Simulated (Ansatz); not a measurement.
Consider Ga$_{3}$IrRu.

```xyz
5
Lattice="4.6300 0.0000 0.0000 0.0000 4.6300 0.0000 0.0000 0.0000 4.6300" Properties=species:S:1:pos:R:3 pbc="T T T"
Ga    2.3150    0.0000    2.3150
Ga    0.0000    2.3150    2.3150
Ga    2.3150    2.3150    0.0000
Ru    2.3150    2.3150    2.3150
Ir    0.0000    0.0000    0.0000
```

Space group Pm-3m; a structure generated by program, which may or may not match a known phase; spin-polarised.

Computed with DFT PBE, scalar-relativistic, plane waves, PAW in Ansatz.

Q: What can the converged valence pseudo-density and electron localisation function tell about the bonding?

A: Ga–Ru (2.32 Å): ρ is about 0.58 e/Å³ halfway; the ELF is about 0.30 at the midpoint.
Ga–Ir (3.27 Å): ρ at the midpoint is about 0.13 e/Å³; the ELF is about 0.20 at the midpoint; no localised pair shows between them.

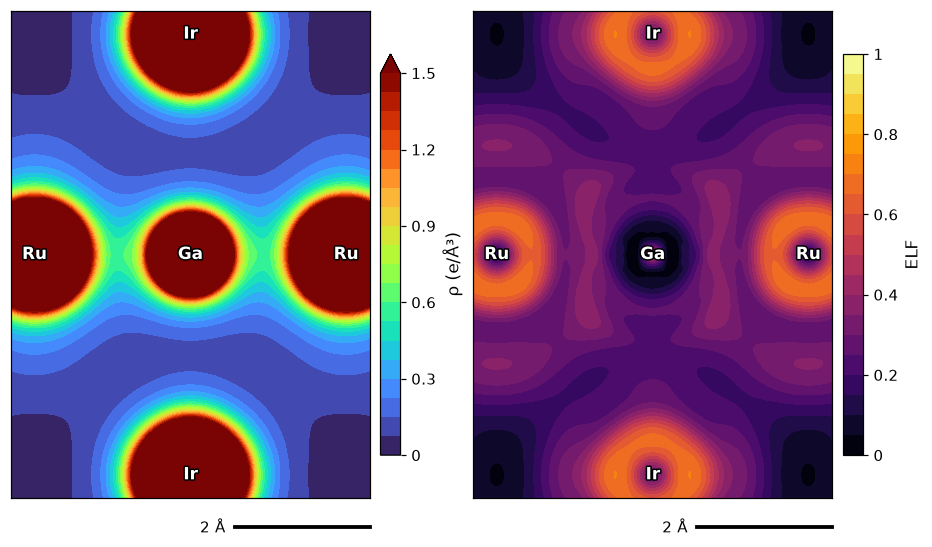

Computed valence pseudo-density and electron localisation function on the (011) plane of the conventional cell, in this order. 
